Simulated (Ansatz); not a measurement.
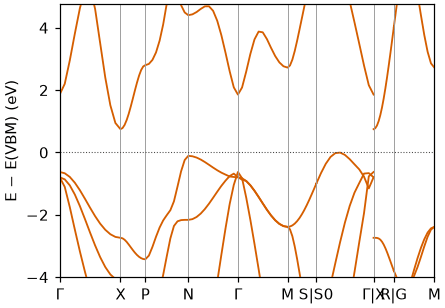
Figure. Band structure from the program Ansatz at the r²SCAN level (PAW)

Q: Read off the gap and where the band edges lie.

A: About 0.7 eV (0.75 eV by a search for the band edges); maximum on the S0–Γ line, 39 % of the way from S0, minimum at X.

The material is GaN in space group I4mm (No. 107; Ga on 2a, N on 2a).

The workflow started from a Materials Project entry (that database holds measured and hypothetical structures alike); the Crystallography Open Database copy checked does not list it. It is not the phase usual at ambient conditions (space group No. 186, 216). The r²SCAN relaxation kept the symmetry of its start; of distortions, only those at the zone centre were tested. Spin–orbit coupling is left out wherever it is not named.

Potentials: the earlier of the program's two PAW sets.
